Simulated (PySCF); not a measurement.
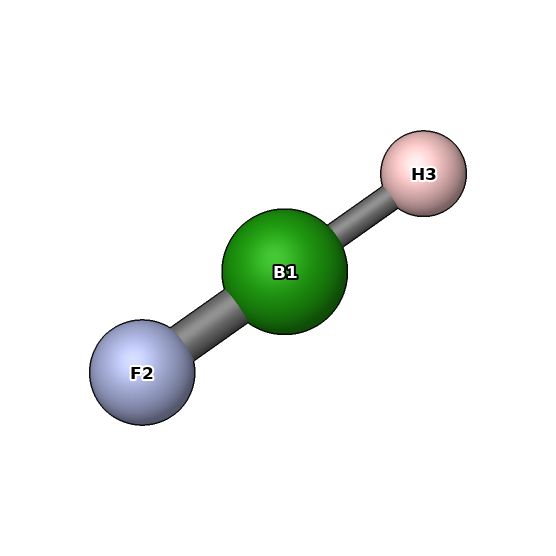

The thickness of each stick grows with its Mayer bond order. Charge +1, singlet. The computed structure is the end point of a PBE0-D3(BJ)/def2-TZVP optimisation. No frequency run is at hand to confirm it as a minimum. Method: PBE0/pcSseg-2 (PySCF 2.14.0).

List the Mayer bond orders of B1–F2, B1–H3.

```json
{"bond": "B1–F2", "Mayer order": "1.60", "length (Å)": "1.212"}
{"bond": "B1–H3", "Mayer order": "0.96", "length (Å)": "1.180"}
```
